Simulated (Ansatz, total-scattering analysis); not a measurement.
**From S(Q) to neighbour shells**

The sample: formic acid (18 formic acid; O 40.0, C 20.0, H 40.0 atom %) at 310 K, fixed volume (mean pressure 0.6 GPa), ρ₀ = 0.0798 Å⁻³. The data come from ab initio molecular dynamics with Ansatz (revPBE-D3(BJ), plane waves, PAW default files, Langevin thermostat, no spin, fixed volume, H with the mass of D). The average runs over 0.60 ps of 90 atoms, so shells between rare elements are rough. Mean temperature 319 K, largest m.s.d. 0.77 Å², energy drift -1 meV an atom (last third less first, no steady trend), Langevin friction 10 ps⁻¹; the first quarter of the run is discarded. Start: last frame of a classical run of this cell at the same density and temperature. So short a stretch relaxes bonds and nearest shells but still remembers its start. It is a liquid that moves slowly on the time of the run as far as so short a run tells.

The totals are in Faber–Ziman form. Below 4 Å⁻¹ the partials are summed on the cell's own reciprocal vectors (from 0.60 Å⁻¹) and folded with a Gaussian of σ = 0.13 Å⁻¹; above it they are transforms of g(r) out to 7.1 Å, tapered over the last 40 %. The fold lowers sharp peaks, and with so few vectors their positions are good to about 0.1 Å⁻¹. X-rays take neutral-atom form factors, neutrons coherent lengths (O 5.8037, C 6.6472, H 6.6681 fm). Hydrogen is taken as deuterium. G(r) = 4πrρ₀[g(r) − 1] carries the resolution of a Lorch-windowed transform up to 20 Å⁻¹. The patterns are simulated, not measured. The cell is small: beyond half the box only the part of each shell inside it is counted, and low-Q values rest on few vectors.

```csv
Q (Å⁻¹),X-ray,neutron
0.6,-0.22,0.19
0.9,-0.07,0.31
1.2,0.36,0.65
1.5,1.12,1.18
1.8,1.88,1.82
2.1,1.66,1.52
2.4,1.25,1.06
2.7,0.73,0.80
3.0,0.71,0.82
3.3,0.59,0.76
3.6,0.72,0.82
3.9,0.83,0.87
4.2,0.90,0.87
4.5,0.81,0.83
4.8,0.75,0.78
5.1,0.88,0.80
5.4,1.10,0.91
5.7,1.27,1.01
6.0,1.33,1.08
6.3,1.29,1.11
6.6,1.18,1.14
6.9,1.08,1.17
7.2,1.02,1.19
7.5,0.95,1.14
7.8,0.89,1.06
8.1,0.84,0.97
8.4,0.83,0.93
8.7,0.86,0.92
9.0,0.91,0.93
9.3,0.95,0.95
9.6,0.98,0.96
9.9,1.00,0.96
10.2,1.02,0.97
10.5,1.04,0.98
10.8,1.07,0.99
11.1,1.11,1.00
11.4,1.13,1.01
11.7,1.12,1.01
12.0,1.08,1.01
```

G(r):

```csv
r (Å),X-ray,neutron
0.6,-0.45,-0.59
0.7,-0.51,-0.75
0.8,-0.61,-0.55
0.9,-0.91,0.30
1.0,-0.79,1.45
1.1,0.74,2.12
1.2,2.98,1.87
1.3,3.57,0.97
1.4,1.62,-0.11
1.5,-0.76,-0.92
1.6,-1.74,-1.27
1.7,-1.64,-1.19
1.8,-1.46,-0.71
1.9,-1.55,-0.09
2.0,-1.53,0.14
2.1,-0.98,-0.19
2.2,-0.16,-0.67
2.3,-0.02,-0.89
2.4,-0.83,-1.00
2.5,-1.56,-1.17
2.6,-1.53,-1.18
2.7,-1.21,-0.90
2.8,-1.10,-0.59
2.9,-1.06,-0.49
3.0,-0.83,-0.53
3.1,-0.41,-0.49
3.2,0.16,-0.25
3.3,0.71,0.11
3.4,1.06,0.43
3.5,1.17,0.64
3.6,1.06,0.70
3.7,0.85,0.64
3.8,0.62,0.52
3.9,0.45,0.41
4.0,0.29,0.33
4.1,0.18,0.29
4.2,0.20,0.34
4.3,0.32,0.45
4.4,0.38,0.51
4.5,0.38,0.47
4.6,0.34,0.38
4.7,0.30,0.31
4.8,0.24,0.23
4.9,0.17,0.12
5.0,0.10,-0.01
5.1,0.06,-0.09
5.2,0.00,-0.09
5.3,-0.10,-0.08
5.4,-0.22,-0.12
5.5,-0.31,-0.20
5.6,-0.29,-0.24
5.7,-0.20,-0.19
5.8,-0.11,-0.08
5.9,-0.04,0.00
6.0,0.06,0.05
```

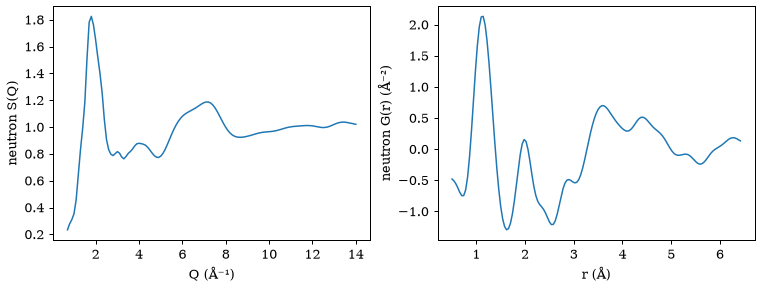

Q: Assign the low-r maxima. Which coordination numbers can be read off, and what are they?

Each pair enters with the weight ci cj fi fj (2 − δij)/⟨f⟩², taking f = Z for X-rays at Q = 0: O–O 0.44 / 0.14; O–C 0.33 / 0.15; O–H 0.11 / 0.31; H–H 0.01 / 0.18; C–H 0.04 / 0.18; C–C 0.06 / 0.04 (X-ray / neutron).

| radiation | maximum (Å) | G (Å⁻²) | pairs that make it (share of the curvature of G, each pair at the same resolution) |
| --- | --- | --- | --- |
| X-ray | 1.27 | 3.69 | O–C 100 % |
| X-ray | 2.26 | 0.06 | O–O 100 % |
| X-ray | 3.49 | 1.17 | O–C 91 % |
| neutron | 1.12 | 2.15 | C–H 86 %, O–H 14 %, merged with O–C at 1.23 Å, share not resolved |
| neutron | 1.99 | 0.16 | O–H 67 %, C–H 33 % |
| neutron | 3.59 | 0.70 | O–C 25 %, H–H 22 %, C–C 21 %, C–H 16 % |
| neutron | 4.41 | 0.52 | O–H 64 %, C–C 29 % |

The first shell (O–H, 1.00 Å) shares its range with C–H (1.10 Å) and O–C (1.23 Å), so its area is a weighted sum. The maxima can be assigned, but 2 totals can't separate 6 partials, so the counts below come from the model itself.

From the coordinates:

```
pair  first peak (Å)  g there  first minimum (Å)  g there                neighbours                               kind
 O–H            1.00     12.6               1.26     0.01  0.5 H per O, 0.5 O per H                   within molecules
 C–H            1.10     22.4               1.42     0.00  1.0 H per C, 0.5 C per H                   within molecules
 O–C            1.23     21.0               1.58     0.01  1.0 C per O, 2.0 O per C                   within molecules
 O–O            2.27      4.2               2.48     0.29                       1.0                   within molecules
 H–H            2.84      2.8               3.27     1.07                       3.7  41 % within molecules at the peak
 C–C            3.77      2.1               5.52     0.77                      10.7                  between molecules
```

Distances within molecules give the sharpest pair functions, and with hydrogen they rule the neutron S(Q) at high Q: O–H 1.00 Å, C–H 1.10 Å, O–C 1.23 Å and O–O 2.27 Å (first peaks only). On the last frame 94 % of the H on O, N or F point at an acceptor of another molecule or at an anion within hydrogen-bond range (2.35 Å to O, N, F; 2.85 Å to Cl, Br, I).

[Logs are printed without paths, hosts, clocks, repeated set-up lines and the standing remarks that a program may print on its own settings, such as how far it seeks lower states.]
